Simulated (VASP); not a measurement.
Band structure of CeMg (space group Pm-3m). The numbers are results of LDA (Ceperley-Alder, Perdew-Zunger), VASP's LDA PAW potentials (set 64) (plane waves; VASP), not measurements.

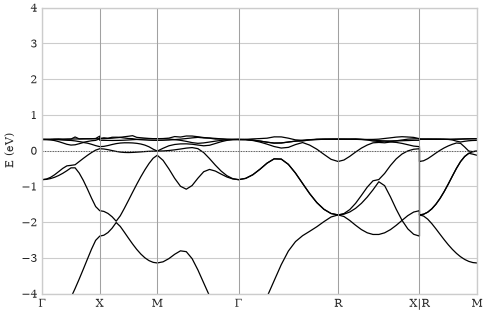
Fig. 1. Bands along high-symmetry lines, zero at the valence-band maximum or, without a gap, the Fermi level

Question: Read the plot: is there a gap, and where are the band edges?

Answer: It has no gap at this level: it comes out as a metal or semimetal. (Edges off the drawn lines would not show.)

The structure comes from a computed database's CeMg entry (Pm-3m); how it stands against other phases isn't given here. It was relaxed first, which changed the volume by -11 %. The run is not spin-polarised, so no magnetic state was tried.
